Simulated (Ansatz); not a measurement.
Ga6N7H24 (charge +2): geometry relaxation (part 2 of 2)

Continued. System: Ga6N7H24 (Ga6N7 zinc blende off disc), charge +2, multiplicity 2. Method: UKS PBE-D4/def2-SVP (Ansatz 0.2.0). The geometry: PBE-D4/def2-SVP start.

### Output, continued
```
Atom 24 at    -1.939561     0.237185    -1.621577 Å, force     0.000091     0.000626     0.001461 eV/Å
Atom 25 at    -3.184270     3.226976     1.429621 Å, force     0.003878    -0.003086    -0.000242 eV/Å
Atom 26 at    -2.069841     2.140461     1.849423 Å, force    -0.007804     0.007006    -0.008207 eV/Å
Atom 27 at    -0.806658    -3.100767    -1.262163 Å, force     0.002579     0.003536     0.001977 eV/Å
Atom 28 at     0.214774    -1.907486    -1.647303 Å, force    -0.000388    -0.001689     0.003828 eV/Å
Atom 29 at     2.086672    -2.121822     1.851641 Å, force     0.007214    -0.007734    -0.008391 eV/Å
Atom 30 at     3.185851    -3.223908     1.432375 Å, force    -0.003657     0.003497    -0.000253 eV/Å
Atom 31 at    -0.155817     1.928687    -1.652575 Å, force     0.001767     0.005328     0.008487 eV/Å
Atom 32 at     0.835504     3.127575    -1.211696 Å, force    -0.004060    -0.005279     0.003216 eV/Å
Atom 33 at     1.961147    -0.180529    -1.625054 Å, force     0.002666     0.000567     0.004665 eV/Å
Atom 34 at     3.150710     0.820889    -1.181690 Å, force    -0.004608    -0.003350     0.002413 eV/Å
Atom 35 at    -0.571951     0.556843     1.876201 Å, force    -0.000956    -0.000392     0.002563 eV/Å
Atom 36 at     0.557458    -0.569068     1.876806 Å, force     0.000418     0.000102     0.002596 eV/Å
Dipole moment:     0.019448     0.019150    -0.195846 e Å
Checks for a lower state left out: stability, starts, cluster_reference, orbital_swaps, neighbouring_geometries, increment
```

### Trajectory as extended XYZ (Å, eV, eV/Å), 3 of the 13 frames kept, from step=1 to step=13
```
37
Properties=species:S:1:pos:R:3:forces:R:3 step=1 energy=-324972.73765
Ga   -3.7343    1.1647    0.0573    0.4154   0.2645  -0.5558
Ga    1.1651   -3.7354    0.0338    0.2673   0.4261  -0.5477
Ga   -1.2781   -1.2785    0.2396    0.0064   0.0062  -0.0410
Ga    1.2722    1.2732    0.2537    0.0034   0.0033  -0.0285
Ga   -1.1735    3.7386    0.0117   -0.2597  -0.4442  -0.5326
Ga    3.7379   -1.1723    0.0402   -0.4324  -0.2575  -0.5418
N    -2.3886   -0.1066   -0.9062   -0.0928   0.0401   0.1455
N    -2.5732    2.5865    0.9330    0.0891  -0.0735   0.3281
N    -0.1080   -2.3813   -0.9156    0.0391  -0.0943   0.1452
N     2.5773   -2.5821    0.9351   -0.0815   0.0815   0.3284
N     0.1156    2.3812   -0.9103   -0.0442   0.0976   0.1420
N     2.3893    0.1137   -0.8986    0.0958  -0.0446   0.1419
N    -0.0054   -0.0050    1.1428   -0.0034  -0.0033  -0.0499
H    -4.4973    1.8821   -1.1140   -0.1731  -0.0314   0.0133
H    -4.2896    0.2459    1.2101   -0.1461  -0.1118   0.2381
H     1.8919   -4.4769   -1.1456   -0.0302  -0.1729   0.0108
H     0.2429   -4.3125    1.1731   -0.1124  -0.1508   0.2347
H    -2.1123   -2.1196    1.2542   -0.0109  -0.0113   0.0456
H     2.0987    2.1078    1.2802    0.0074   0.0077   0.0394
H    -1.9074    4.4479   -1.1834    0.0269   0.1742   0.0058
H    -0.2586    4.3490    1.1393    0.1069   0.1593   0.2302
H     4.4712   -1.8969   -1.1459    0.1746   0.0282   0.0086
H     4.3242   -0.2598    1.1823    0.1541   0.1067   0.2340
H    -3.0428   -0.7240   -1.4162   -0.0189  -0.0373  -0.0510
H    -1.8896    0.3873   -1.6593   -0.0225   0.0130  -0.0211
H    -3.2874    3.3010    1.1638   -0.0485   0.0457   0.0562
H    -2.2547    2.2872    1.8675   -0.0086   0.0102   0.0422
H    -0.7267   -3.0319   -1.4286   -0.0379  -0.0182  -0.0517
H     0.3835   -1.8768   -1.6666    0.0133  -0.0224  -0.0218
H     2.2678   -2.2737    1.8697    0.0095  -0.0093   0.0423
H     3.2898   -3.2982    1.1658    0.0463  -0.0478   0.0562
H    -0.3632    1.8770   -1.6697   -0.0140   0.0235  -0.0233
H     0.7428    3.0318   -1.4130    0.0390   0.0170  -0.0514
H     1.8915   -0.3684   -1.6603    0.0236  -0.0137  -0.0222
H     3.0437    0.7392   -1.3984    0.0177   0.0382  -0.0506
H    -0.5771    0.5618    1.7893    0.0214  -0.0200   0.0509
H     0.5622   -0.5758    1.7894   -0.0201   0.0213   0.0508
37
Properties=species:S:1:pos:R:3:forces:R:3 step=7 energy=-324972.89979
Ga   -3.7063    1.2450   -0.0203   -0.0052   0.0008   0.0207
Ga    1.2464   -3.7069   -0.0497    0.0006  -0.0078   0.0202
Ga   -1.2899   -1.2915    0.2624    0.0027   0.0031  -0.0045
Ga    1.2854    1.2878    0.2799   -0.0025  -0.0030  -0.0067
Ga   -1.2583    3.7071   -0.0734   -0.0005   0.0124   0.0171
Ga    3.7071   -1.2562   -0.0391    0.0086  -0.0001   0.0186
N    -2.4201   -0.1269   -0.8906   -0.0107  -0.0104   0.0089
N    -2.5277    2.5451    1.0050    0.0030   0.0033  -0.0099
N    -0.1285   -2.4126   -0.9029   -0.0098  -0.0095   0.0092
N     2.5315   -2.5407    1.0073    0.0009  -0.0002  -0.0106
N     0.1382    2.4153   -0.8942    0.0093   0.0087   0.0082
N     2.4232    0.1361   -0.8796    0.0111   0.0098   0.0078
N    -0.0050   -0.0048    1.1378   -0.0016  -0.0013  -0.0029
H    -4.4420    1.9967   -1.1857    0.0065   0.0010  -0.0026
H    -4.4097    0.3997    1.1497    0.0054   0.0112  -0.0315
H     2.0099   -4.4146   -1.2251    0.0007   0.0084  -0.0012
H     0.3979   -4.4407    1.0996    0.0134   0.0071  -0.0330
H    -2.1063   -2.1167    1.3031    0.0008   0.0008   0.0026
H     2.0933    2.1057    1.3327   -0.0008  -0.0008   0.0018
H    -2.0287    4.3736   -1.2694    0.0005  -0.0108   0.0026
H    -0.4251    4.4854    1.0575   -0.0169  -0.0092  -0.0334
H     4.4043   -2.0151   -1.2243   -0.0091  -0.0003   0.0005
H     4.4530   -0.4245    1.1140   -0.0072  -0.0146  -0.0319
H    -3.1014   -0.7588   -1.3492    0.0005   0.0003   0.0014
H    -1.9317    0.3037   -1.6906   -0.0042   0.0027   0.0088
H    -3.2141    3.2331    1.3688    0.0047  -0.0030   0.0015
H    -2.1207    2.1616    1.8709    0.0026  -0.0038  -0.0027
H    -0.7623   -3.0894   -1.3655    0.0006   0.0000   0.0017
H     0.2997   -1.9172   -1.6999    0.0020  -0.0039   0.0082
H     2.1355   -2.1464    1.8735   -0.0037   0.0029  -0.0027
H     3.2163   -3.2303    1.3710   -0.0038   0.0036   0.0018
H    -0.2743    1.9222   -1.7010    0.0007   0.0030   0.0093
H     0.7802    3.0938   -1.3429   -0.0030   0.0014   0.0025
H     1.9379   -0.2797   -1.6893    0.0032   0.0001   0.0101
H     3.1064    0.7758   -1.3244    0.0008  -0.0023   0.0019
H    -0.5739    0.5565    1.7923    0.0063  -0.0049   0.0040
H     0.5594   -0.5715    1.7915   -0.0063   0.0051   0.0040
37
Properties=species:S:1:pos:R:3:forces:R:3 step=13 energy=-324972.92181
Ga   -3.7035    1.3078   -0.0572   -0.0115  -0.0103   0.0028
Ga    1.3107   -3.6944   -0.1262   -0.0103  -0.0197  -0.0001
Ga   -1.2963   -1.2961    0.3615    0.0012   0.0017   0.0037
Ga    1.2978    1.2983    0.3873   -0.0026  -0.0031   0.0036
Ga   -1.3349    3.6847   -0.1643    0.0080   0.0254  -0.0040
Ga    3.6961   -1.3309   -0.0908    0.0180   0.0090   0.0004
N    -2.4352   -0.1491   -0.8032   -0.0058  -0.0028  -0.0046
N    -2.5191    2.5473    1.0162    0.0088  -0.0044   0.0220
N    -0.1591   -2.4161   -0.8310   -0.0026  -0.0052  -0.0055
N     2.5197   -2.5455    1.0183   -0.0087   0.0047   0.0226
N     0.1805    2.4292   -0.8148    0.0021   0.0083  -0.0083
N     2.4483    0.1699   -0.7854    0.0080   0.0027  -0.0058
N    -0.0036   -0.0029    1.2197    0.0006   0.0003  -0.0065
H    -4.2249    2.1091   -1.3186   -0.0030   0.0010  -0.0019
H    -4.6664    0.5533    0.9655    0.0082   0.0032  -0.0055
H     2.1375   -4.1385   -1.4019   -0.0032   0.0016   0.0042
H     0.5598   -4.7173    0.8397    0.0082   0.0147  -0.0136
H    -2.0940   -2.1117    1.4227   -0.0016  -0.0020  -0.0006
H     2.0833    2.1024    1.4663    0.0019   0.0021  -0.0002
H    -2.1690    4.0425   -1.4640    0.0083  -0.0042   0.0107
H    -0.6260    4.7720    0.7616   -0.0115  -0.0216  -0.0203
H     4.1364   -2.1414   -1.3786   -0.0002   0.0027   0.0019
H     4.7227   -0.6153    0.8962   -0.0127  -0.0056  -0.0110
H    -3.1248   -0.7924   -1.2329    0.0033   0.0024   0.0016
H    -1.9396    0.2372   -1.6216    0.0001   0.0006   0.0015
H    -3.1843    3.2270    1.4296    0.0039  -0.0031  -0.0002
H    -2.0698    2.1405    1.8494   -0.0078   0.0070  -0.0082
H    -0.8067   -3.1008   -1.2622    0.0026   0.0035   0.0020
H     0.2148   -1.9075   -1.6473   -0.0004  -0.0017   0.0038
H     2.0867   -2.1218    1.8516    0.0072  -0.0077  -0.0084
H     3.1859   -3.2239    1.4324   -0.0037   0.0035  -0.0003
H    -0.1558    1.9287   -1.6526    0.0018   0.0053   0.0085
H     0.8355    3.1276   -1.2117   -0.0041  -0.0053   0.0032
H     1.9611   -0.1805   -1.6251    0.0027   0.0006   0.0047
H     3.1507    0.8209   -1.1817   -0.0046  -0.0034   0.0024
H    -0.5720    0.5568    1.8762   -0.0010  -0.0004   0.0026
H     0.5575   -0.5691    1.8768    0.0004   0.0001   0.0026
```

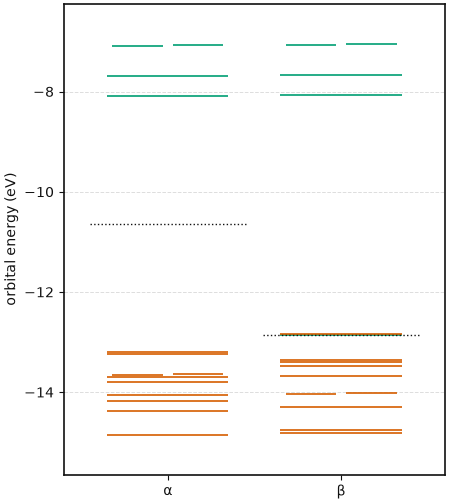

*Orbital energies near the frontier for α and β spins; the dotted line parts filled from empty levels, and levels within 0.02 eV of each other stand side by side.*

α: highest filled −13.19 eV, lowest empty −8.09 eV, 5.10 eV apart; β: highest filled −12.84 eV, lowest empty −12.86 eV, −0.02 eV apart.

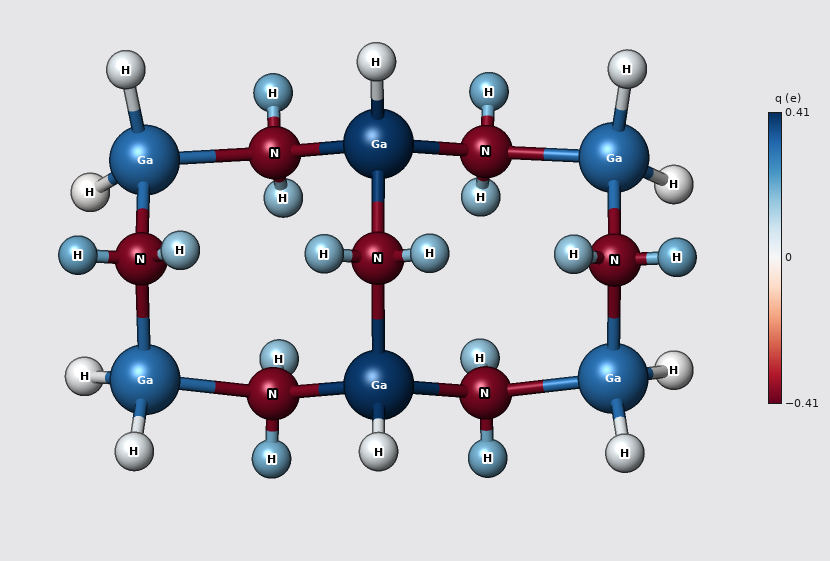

*Mulliken charges, as the colour of each atom (ball-and-stick view, seen at a tilt).*

By element: Ga +0.31 to +0.39, N −0.38 and H 0.00 to +0.20 e.
